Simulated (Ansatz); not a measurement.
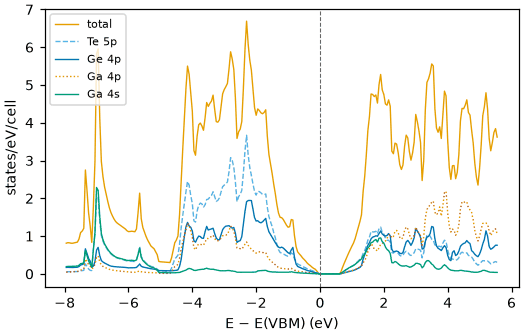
Figure: Total and projected density of states of GaGeTe in space group R-3m (No. 166; Ga on 6c, Ge on 6c, Te on 6c), r²SCAN+D4 (plane waves, PAW; program Ansatz)

Task: Which orbitals carry the states next to the gap?

Result: Top 1 eV of the valence band: Te 5p 41 %, Ge 4p 40 %, Ga 4p 11 %. Bottom 1 eV of the conduction band: Te 5p 25 %, Ga 4s 22 %, Ge 4p 17 %, Ga 4p 14 %, Ge 4s 12 %, outside the projected shells 7 %. Projections are on Löwdin-orthogonalised atomic valence shells; empty p or d shells of many metals are not among them.

Task: Where is the tallest occupied peak in this window, and what makes it?

Result: Near -2.3 eV, about 6.7 states/eV per cell; the largest projected share is Te 5p.

The first step of the workflow began from a Materials Project structure, measured or hypothetical; the Crystallography Open Database copy checked does not list it. Its standing as an ambient phase is unchecked. Symmetry was held in the r²SCAN+D4 relaxation; its stability against distortions is not shown here. Scalar-relativistic: spin–orbit coupling is off unless named, which matters more the heavier the elements.

Potentials: the later of the program's two PAW sets.
